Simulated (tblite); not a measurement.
# Geometry relaxation of C$_{5}$H$_{4}$NO

C$_{5}$H$_{4}$NO, multiplicity 2, SMILES C=[C]c1cnco1, computed with GFN2-xTB geometry optimisation, gas phase (tblite 0.8.0).

It belongs to a series of runs on one base structure; here: H added to sp C.

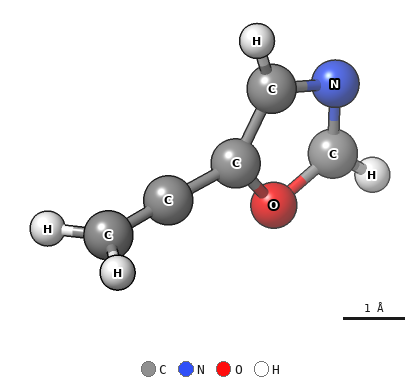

The input geometry (ball-and-stick view, seen at a tilt).

### Key numbers

| quantity | value |
| --- | --- |
| outcome | converged |
| total energy | −534.0166 eV |
| hardware | 1 CPU thread, shared host |
| peak memory | 0.18 GiB |

### Input file
```
{"job": {"kind": "relax", "xc": "GFN2-xTB", "basis": "xTB"}, "charge": 0, "multiplicity": 2}
C     -2.521400    -0.500800    -0.083600
C     -1.264500    -0.228000    -0.050800
C      0.132100     0.046700     0.007300
C      0.844700     1.219400     0.088700
N      2.187600     0.917800     0.109400
C      2.207900    -0.393700     0.009500
O      0.992900    -0.993000    -0.055600
H     -3.043500    -0.554800    -1.027400
H     -3.079100    -0.690700     0.830300
H      0.476800     2.226000     0.164700
H      3.072000    -1.046300    -0.018400
```

The first line tells a small driver script what to run in tblite; the rest is the geometry in Å.

Command:
```bash
OMP_NUM_THREADS=1 python <driver script> task.json out
```

### What the program printed
```
step      E/eV     max force
  0    -533.78490    4.229
  1    -533.94000    2.712
  2    -533.98371    1.219
  3    -533.99728    0.277
  4    -534.00325    0.269
  5    -534.00839    0.168
  6    -534.00912    0.106
  7    -534.00986    0.095
  8    -534.01042    0.074
  9    -534.01085    0.057
 10    -534.01119    0.050
 11    -534.01145    0.043
 12    -534.01168    0.056
 13    -534.01203    0.065
 14    -534.01264    0.086
 15    -534.01355    0.097
 16    -534.01440    0.081
 17    -534.01490    0.063
 18    -534.01523    0.059
 19    -534.01554    0.055
 20    -534.01593    0.064
 21    -534.01626    0.056
 22    -534.01645    0.030
 23    -534.01653    0.018
 24    -534.01658    0.021
 25    -534.01660    0.015
 26    -534.01661    0.005
```

### Trajectory as extended XYZ (Å, eV, eV/Å), 10 of the 27 frames kept, from step=0 to step=26
```
11
Properties=species:S:1:pos:R:3:forces:R:3 step=0 energy=-533.78490
C    -2.5214   -0.5008   -0.0836    0.3580   0.0370   0.1600
C    -1.2645   -0.2280   -0.0508    2.7960   0.7200   0.1540
C     0.1321    0.0467    0.0073   -4.0710  -1.1120  -0.2740
C     0.8447    1.2194    0.0887    1.2600   0.8200   0.2420
N     2.1876    0.9178    0.1094   -1.1950  -1.3050  -0.2430
C     2.2079   -0.3937    0.0095    0.2620   0.3910   0.0900
O     0.9929   -0.9930   -0.0556    1.0660   0.2470   0.0550
H    -3.0435   -0.5548   -1.0274   -0.2580  -0.0400   0.0290
H    -3.0791   -0.6907    0.8303   -0.1070   0.0140  -0.2110
H     0.4768    2.2260    0.1647    0.1130  -0.1550  -0.0290
H     3.0720   -1.0463   -0.0184   -0.2230   0.3820   0.0260
11
Properties=species:S:1:pos:R:3:forces:R:3 step=3 energy=-533.99728
C    -2.5012   -0.4974   -0.0816    0.2500   0.0430  -0.0080
C    -1.2392   -0.2193   -0.0478    0.1500   0.0790   0.0460
C     0.0851    0.0345    0.0020   -0.1580  -0.1470  -0.0630
C     0.8556    1.2220    0.0939   -0.1440   0.0270   0.0710
N     2.1638    0.9028    0.1043   -0.1830  -0.1980  -0.0640
C     2.2088   -0.3950    0.0110   -0.1430   0.1180   0.0220
O     1.0064   -0.9914   -0.0547   -0.0530  -0.0890   0.0000
H    -3.0463   -0.5549   -1.0206    0.0120   0.0150   0.1670
H    -3.0784   -0.6888    0.8208    0.0610   0.0530  -0.1740
H     0.4823    2.2249    0.1641    0.1460  -0.0690  -0.0130
H     3.0686   -1.0347   -0.0175    0.0630   0.1670   0.0170
11
Properties=species:S:1:pos:R:3:forces:R:3 step=6 energy=-534.00912
C    -2.4884   -0.4953   -0.0825   -0.0330   0.0020  -0.0050
C    -1.2325   -0.2145   -0.0444   -0.0300  -0.0170   0.0050
C     0.0844    0.0268   -0.0018   -0.0060  -0.0470   0.0130
C     0.8444    1.2170    0.0984    0.0150  -0.0040  -0.0110
N     2.1499    0.8971    0.1005    0.0150   0.0130   0.0150
C     2.1997   -0.3962    0.0117    0.0080  -0.0610  -0.0160
O     1.0011   -1.0000   -0.0550    0.0080  -0.0580  -0.0090
H    -3.0447   -0.5531   -1.0085   -0.0090   0.0250  -0.0570
H    -3.0730   -0.6841    0.8082    0.0000   0.0220   0.0560
H     0.4924    2.2235    0.1634    0.0030   0.0230  -0.0010
H     3.0721   -1.0185   -0.0160    0.0290   0.1020   0.0090
11
Properties=species:S:1:pos:R:3:forces:R:3 step=9 energy=-534.01085
C    -2.4911   -0.4946   -0.0833   -0.0280   0.0090   0.0030
C    -1.2344   -0.2164   -0.0432    0.0250  -0.0310  -0.0060
C     0.0839    0.0205   -0.0010   -0.0340   0.0160   0.0000
C     0.8432    1.2145    0.0980   -0.0290  -0.0330   0.0010
N     2.1480    0.8942    0.1012   -0.0170   0.0010  -0.0030
C     2.1977   -0.3992    0.0102    0.0330   0.0120   0.0050
O     1.0011   -1.0074   -0.0561    0.0120   0.0440   0.0020
H    -3.0453   -0.5492   -1.0124   -0.0020   0.0210   0.0060
H    -3.0719   -0.6799    0.8120   -0.0110   0.0220  -0.0020
H     0.4950    2.2243    0.1630   -0.0040  -0.0510  -0.0040
H     3.0792   -1.0042   -0.0146    0.0560  -0.0090  -0.0010
11
Properties=species:S:1:pos:R:3:forces:R:3 step=12 energy=-534.01168
C    -2.4948   -0.4925   -0.0832    0.0290   0.0180   0.0050
C    -1.2357   -0.2221   -0.0435   -0.0130  -0.0240  -0.0060
C     0.0818    0.0173   -0.0006    0.0370  -0.0410  -0.0110
C     0.8402    1.2102    0.0979    0.0070   0.0060   0.0070
N     2.1457    0.8936    0.1013    0.0010   0.0210  -0.0040
C     2.2006   -0.3993    0.0100    0.0070   0.0200   0.0060
O     1.0033   -1.0078   -0.0565    0.0280  -0.0270   0.0020
H    -3.0462   -0.5442   -1.0141   -0.0150   0.0150   0.0250
H    -3.0733   -0.6747    0.8143   -0.0240   0.0180  -0.0210
H     0.4948    2.2193    0.1624   -0.0370   0.0010   0.0000
H     3.0890   -0.9971   -0.0140   -0.0200  -0.0060  -0.0030
11
Properties=species:S:1:pos:R:3:forces:R:3 step=14 energy=-534.01264
C    -2.4966   -0.4878   -0.0823   -0.0050   0.0000  -0.0020
C    -1.2352   -0.2321   -0.0448    0.0640   0.0030   0.0070
C     0.0825    0.0094   -0.0018    0.0460  -0.0480   0.0030
C     0.8362    1.2048    0.0987    0.0070   0.0150  -0.0140
N     2.1427    0.8961    0.1006    0.0380   0.0070   0.0130
C     2.2059   -0.3966    0.0109   -0.0150  -0.0090  -0.0090
O     1.0098   -1.0098   -0.0564    0.0490  -0.0710  -0.0010
H    -3.0493   -0.5361   -1.0117   -0.0260   0.0150  -0.0100
H    -3.0784   -0.6660    0.8130   -0.0200   0.0150   0.0090
H     0.4893    2.2121    0.1616   -0.0660   0.0470   0.0050
H     3.0984   -0.9912   -0.0139   -0.0720   0.0260  -0.0010
11
Properties=species:S:1:pos:R:3:forces:R:3 step=17 energy=-534.01490
C    -2.4991   -0.4750   -0.0805    0.0070  -0.0160  -0.0120
C    -1.2291   -0.2593   -0.0470    0.0380   0.0090   0.0210
C     0.0898   -0.0169   -0.0041   -0.0010   0.0120   0.0210
C     0.8263    1.1919    0.0986   -0.0070   0.0020  -0.0310
N     2.1372    0.9021    0.1006    0.0010  -0.0150   0.0200
C     2.2178   -0.3896    0.0120   -0.0180  -0.0180  -0.0160
O     1.0320   -1.0224   -0.0565   -0.0100  -0.0030  -0.0020
H    -3.0597   -0.5120   -1.0066    0.0220   0.0200  -0.0240
H    -3.0927   -0.6403    0.8109    0.0500   0.0210   0.0190
H     0.4664    2.1964    0.1601   -0.0610  -0.0160   0.0020
H     3.1165   -0.9722   -0.0134   -0.0210   0.0050   0.0010
11
Properties=species:S:1:pos:R:3:forces:R:3 step=20 energy=-534.01593
C    -2.4968   -0.4735   -0.0816    0.0280   0.0130   0.0040
C    -1.2250   -0.2651   -0.0448   -0.0640  -0.0040  -0.0040
C     0.0926   -0.0229   -0.0023   -0.0110   0.0030  -0.0190
C     0.8235    1.1895    0.0951   -0.0030  -0.0090   0.0270
N     2.1355    0.9020    0.1029   -0.0300   0.0090  -0.0270
C     2.2180   -0.3895    0.0104    0.0090   0.0180   0.0180
O     1.0358   -1.0268   -0.0568   -0.0250   0.0250   0.0020
H    -3.0585   -0.5030   -1.0083    0.0420   0.0080   0.0080
H    -3.0887   -0.6307    0.8127    0.0360   0.0070  -0.0040
H     0.4512    2.1902    0.1600   -0.0120  -0.0400  -0.0040
H     3.1178   -0.9675   -0.0132    0.0300  -0.0290  -0.0010
11
Properties=species:S:1:pos:R:3:forces:R:3 step=23 energy=-534.01653
C    -2.4960   -0.4685   -0.0816   -0.0090   0.0140   0.0070
C    -1.2231   -0.2749   -0.0442    0.0060   0.0110  -0.0090
C     0.0939   -0.0324   -0.0034    0.0040  -0.0110  -0.0090
C     0.8178    1.1832    0.0951   -0.0050  -0.0040   0.0140
N     2.1309    0.9042    0.1018    0.0010   0.0030  -0.0120
C     2.2220   -0.3871    0.0112   -0.0020   0.0000   0.0040
O     1.0418   -1.0303   -0.0568    0.0110  -0.0120   0.0020
H    -3.0559   -0.4905   -1.0082    0.0130  -0.0040  -0.0110
H    -3.0860   -0.6176    0.8138   -0.0030  -0.0080   0.0140
H     0.4343    2.1786    0.1592   -0.0020   0.0070   0.0000
H     3.1255   -0.9619   -0.0129   -0.0140   0.0030   0.0010
11
Properties=species:S:1:pos:R:3:forces:R:3 step=26 energy=-534.01661
C    -2.4962   -0.4670   -0.0811   -0.0010   0.0040   0.0020
C    -1.2230   -0.2746   -0.0449    0.0040   0.0000  -0.0030
C     0.0942   -0.0337   -0.0041   -0.0010   0.0000   0.0050
C     0.8171    1.1825    0.0962   -0.0010   0.0000  -0.0050
N     2.1304    0.9045    0.1008   -0.0010  -0.0010   0.0040
C     2.2220   -0.3868    0.0115   -0.0010   0.0000  -0.0050
O     1.0425   -1.0311   -0.0567   -0.0010   0.0000   0.0000
H    -3.0542   -0.4900   -1.0090    0.0030  -0.0010   0.0000
H    -3.0855   -0.6175    0.8150   -0.0010  -0.0020   0.0000
H     0.4330    2.1780    0.1591    0.0000  -0.0010   0.0000
H     3.1251   -0.9616   -0.0128    0.0000   0.0000   0.0010
```

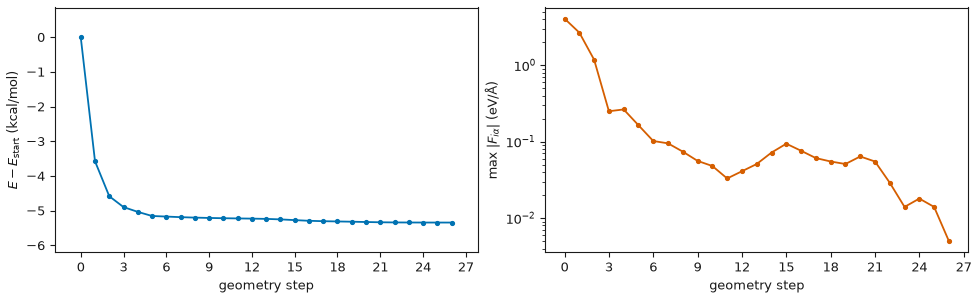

Progress of the relaxation, step by step (steps are counted from 0).

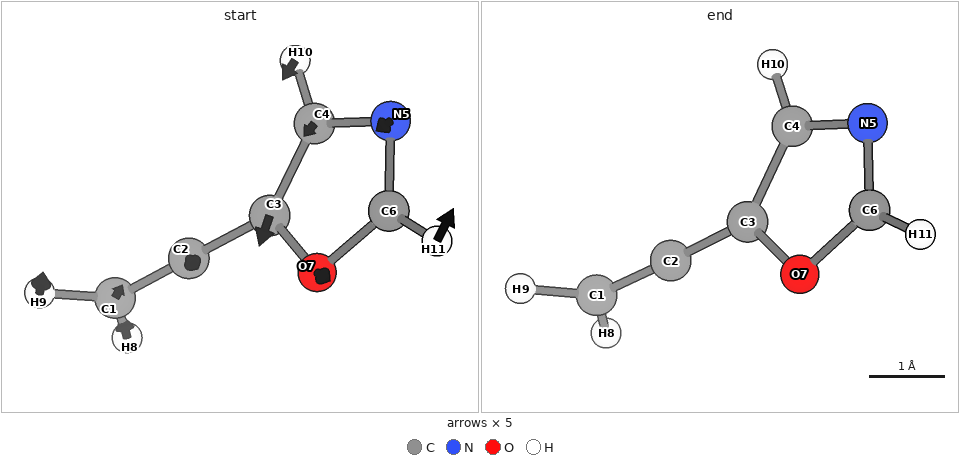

Before (left) and after (right) the relaxation, at one scale (ball-and-stick view, seen at a tilt). The black arrows give the displacements, magnified 5 times. The energy falls by 5.34 kcal/mol in 26 geometry steps. The largest force component goes from 4.1 to 0.005 eV/Å. The atom that moves furthest after the best rigid fit is H11 (0.100 Å). By element the largest moves are H 0.100 Å, C 0.090 Å, O 0.063 Å, N 0.059 Å. Among the contacts that change: C2–C3 1.425 → 1.340 Å, C3–C4 1.375 → 1.418 Å, C4–N5 1.377 → 1.342 Å, C3–O7 1.351 → 1.377 Å. Among the angles that change: C2–C3–O7 118.3° → 123.1°, C4–C3–O7 109.2° → 105.8°, H8–C1–H9 118.5° → 115.2°. (Atoms are counted from 1 in the order of the input.)
